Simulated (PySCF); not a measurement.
**C$_{4}$H$_{4}$, SMILES `C1=CC=C1`: what the electrons do**

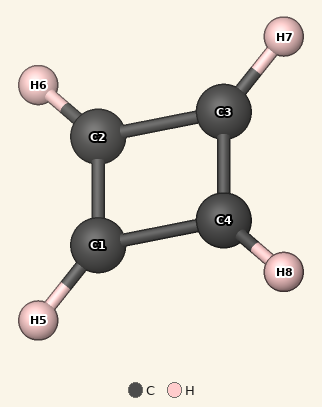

The molecule, with its atoms numbered as below. No frequency check shows the geometry to be a minimum.

Cartesian coordinates (Å):

```
C1      -0.7761   -0.6631    0.0000
C2      -0.7761    0.6631    0.0000
C3       0.7761    0.6631    0.0000
C4       0.7761   -0.6631    0.0000
H5      -1.5174   -1.4377    0.0000
H6      -1.5174    1.4377    0.0000
H7       1.5174    1.4377    0.0000
H8       1.5174   -1.4377    0.0000
```

Part 1: Bonding charge

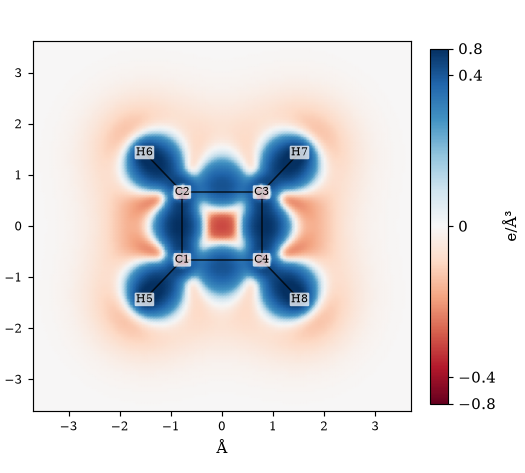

Deformation density (molecule less spherical, spin-averaged free atoms) in the molecular plane; colour scale in e/Å³, logarithmic beyond ±0.1; blue: gain, red: loss.

Level of theory: PBE0/cc-pVTZ (PySCF), at a geometry from GFN2-xTB. This is a single-reference result, which may miss multireference character in this system.

Question: How much density has each bond in this plane gained at its critical point, relative to the free atoms?

Answer: C1–H5, C2–H6, C3–H7 and C4–H8: +0.81 e/Å³ at the bond critical point (bond length 1.07 Å, Mayer order 1.0). C1–C2 and C3–C4: +0.79 e/Å³ at the bond critical point (bond length 1.33 Å, Mayer order 1.9). C2–C3 and C1–C4: +0.43 e/Å³ at the bond critical point (bond length 1.55 Å, Mayer order 0.9). In all, 1.9 electrons gather in the regions of gain relative to the promolecule.

Question: Where do the Hirshfeld charges lie?

Answer: The highest Hirshfeld charge is on H5, H6, H7 and H8 (+0.06 e), the lowest on C1, C2, C3 and C4 (−0.06 e).

Part 2: Bond critical points

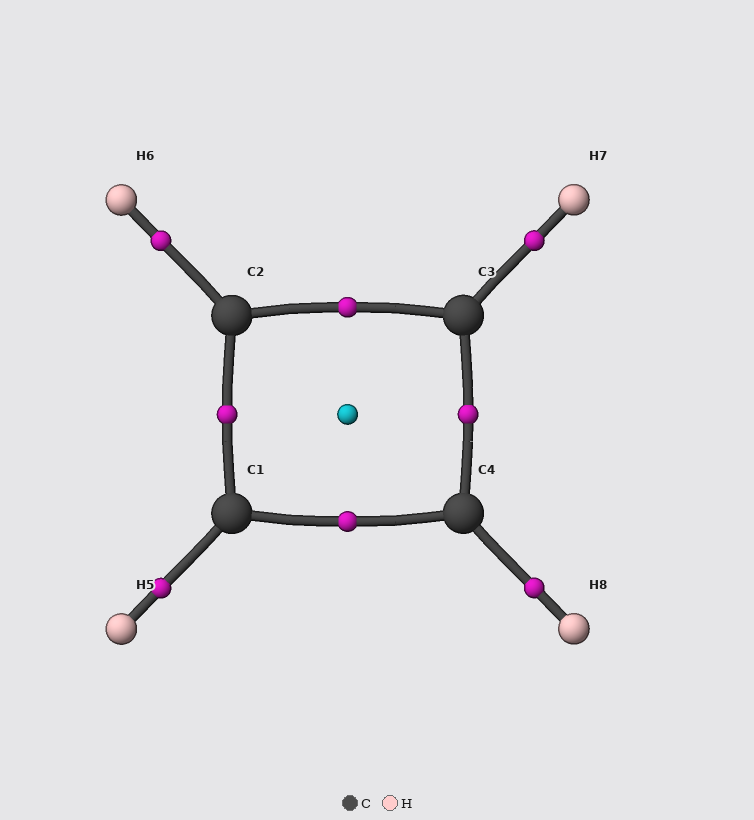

Molecular graph of the electron density (QTAIM): bond paths, bond critical points (magenta), ring points (cyan, if any); weak paths are dashed.

Question: How many critical points of each kind are there, and does the count close?

Answer: 8 nuclei, 8 bond, 1 ring and 0 cage critical points: 8 − 8 + 1 − 0 = 1, as the Poincaré–Hopf relation requires.

Question: What does the calculation give at each kind of bond critical point?

Answer:
| bond | length (Å) | ρ (a.u.) | ∇²ρ (a.u.) | ε | H (a.u.) |
| --- | --- | --- | --- | --- | --- |
| C1–C2 (2 alike) | 1.326 | 0.360 | −1.25 | 0.38 | −0.469 |
| C1–H5 (4 alike) | 1.072 | 0.296 | −1.20 | 0.02 | −0.341 |
| C2–C3 (2 alike) | 1.552 | 0.231 | −0.52 | 0.00 | −0.187 |

Question: What kind of interaction is C1–C2?

Answer: Shared-shell (covalent): ρ = 0.360, ∇²ρ = −1.25, H = −0.469 a.u. Its ellipticity of 0.38 shows that the density isn't cylindrical about the bond.

Part 3: Local ionisation energy

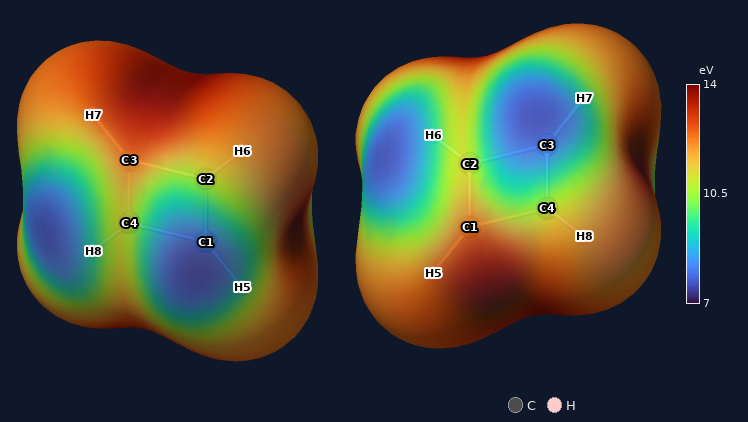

Average local ionisation energy on the surface of electron density 0.001 a.u. (back view left, front view right).

Question: Locate the minima of the map.

Answer: The lowest value is 7.8 eV, off the C1–C2 bond (2.2 to 2.3 Å from its atoms), and at like points elsewhere. For comparison, the highest occupied orbital lies at −5.5 eV.

Question: What volume does the surface enclose, and what is the dipole moment?

Answer: About 82 Å³; the dipole moment is 0.0 D.

Part 4: Excited states

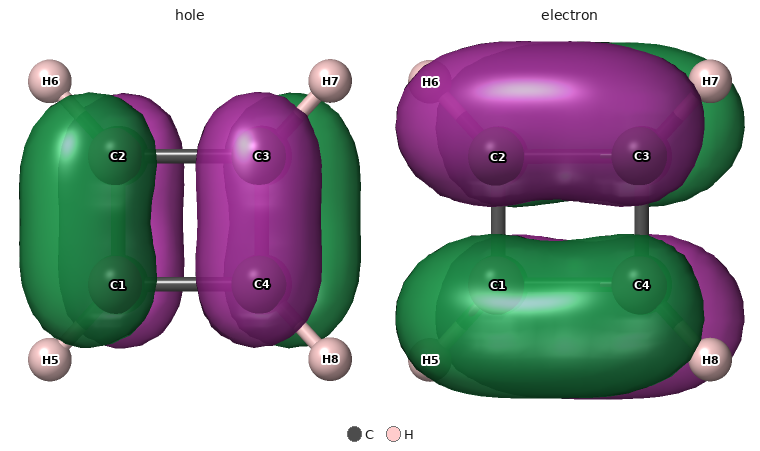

Leading natural transition orbital pair of S₁ (TDA singlet states); the surfaces enclose about 78 % of each orbital's density.

Method: ωB97X/6-311+G**; geometry: GFN2-xTB; program: PySCF. This is a single-reference result, which may miss multireference character in this system.

Question: What kind of excitation is it, and where does it lie?

Answer: 2.96 eV (419 nm), f = 0.000 (dark), π → π*; the leading pair carries 98 %; hole on C1, C2, C3 and C4 (23 % each), electron on C1, C2, C3 and C4 (22 % each); their centroids lie 0.0 Å apart. In canonical orbitals it is mainly HOMO → LUMO (97 %). The HOMO–LUMO gap is 8.42 eV.

Part 5: The π system

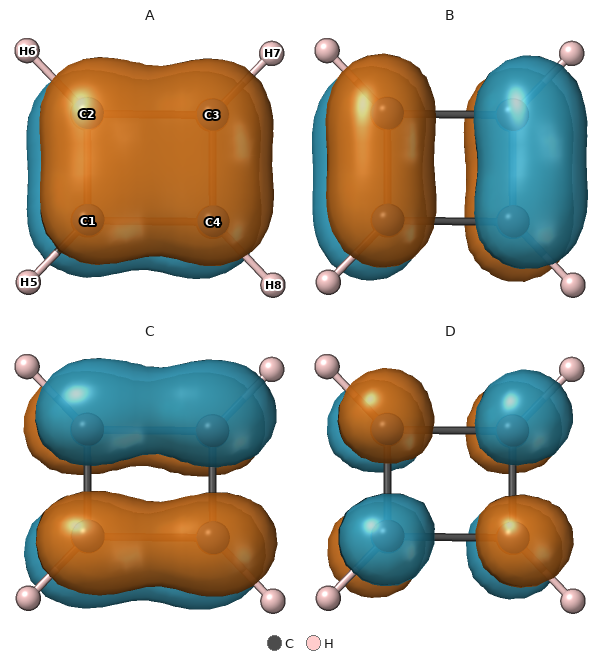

Natural orbitals of the π active space, CASSCF(4,4), singlet state, in order of falling occupation.

Method: def2-SVPD basis; geometry: GFN2-xTB; program: PySCF.

Question: What are the natural occupation numbers?

Answer: A 1.92, B 1.84, C 0.16, D 0.08.

Question: How multiconfigurational is the state?

Answer: The leading determinant weighs 0.88; the effective number of unpaired electrons, Σ n²(2−n)², is 0.22; the most occupied of the weakly occupied orbitals holds 0.16 e, as in an ordinary closed-shell π system. The active space lowers the energy by 1.77 eV against Hartree–Fock.

Question: Where does the lowest triplet lie relative to the singlet, at this geometry and within this active space?

Answer: 1.46 eV above it by strongly contracted NEVPT2 (+1.82 eV by CASSCF); a small basis tends to put such gaps a few tenths of an eV too high. This is a vertical energy for π states alone; a state that uses lone pairs or σ orbitals may lie lower.
